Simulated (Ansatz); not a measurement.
The parent structure is SnTe in the rock salt structure (space group Fm-3m, No. 225; a = 6.409 Å).

Structures relaxed with PBE (Ansatz, a first-principles code; PAW; 420 eV plane waves; no SOC).

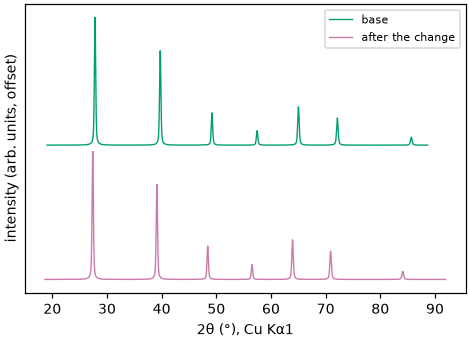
Fig. 1. Simulated powder patterns before (top) and after one change

### Question
Which change produced these results?
A) isotropic strain +1.00 %
B) isotropic strain +1.50 %
C) isotropic strain −0.50 %
D) isotropic strain −1.00 %

### Answer
B, isotropic strain +1.50 %. Its volume per atom is 34.41 Å³ against 32.91 Å³, and its space group is Fm-3m (No. 225).

Whether these cells are dynamically stable was not tested. All final runs are without spin polarisation.
